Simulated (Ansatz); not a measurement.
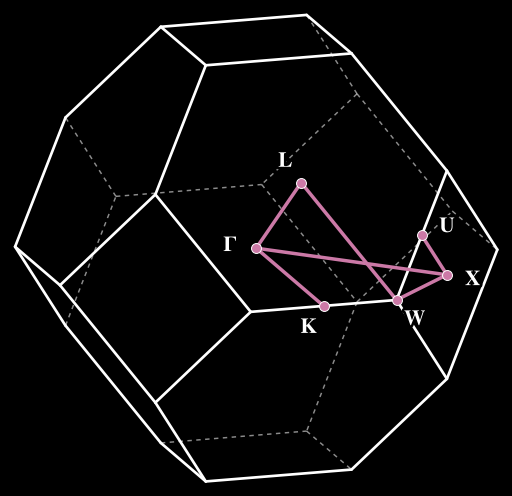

For Cd2C, the input geometry of an electronic-structure calculation (not necessarily at equilibrium); the starting structure was generated, so it need not be a known form of this composition: the figure shows the first Brillouin zone with its special points and a band path. The drawing is computed from the coordinates (standard cell, symmetry found to 0.002 Å).

Labels and path follow the convention of Hinuma et al. (2017), as computed by seekpath.

What lattice type do the shape and the labels point to?

Answer. A face-centred cubic lattice (cF; extended symbol cF2). The zone is a truncated octahedron in its combinatorial type: 14 faces (6 with 4 edges, 8 with 6 edges), 36 edges, 24 vertices.

In which order does the conventional band path visit the special points?

Answer. Γ–X–U | K–Γ–L–W–X
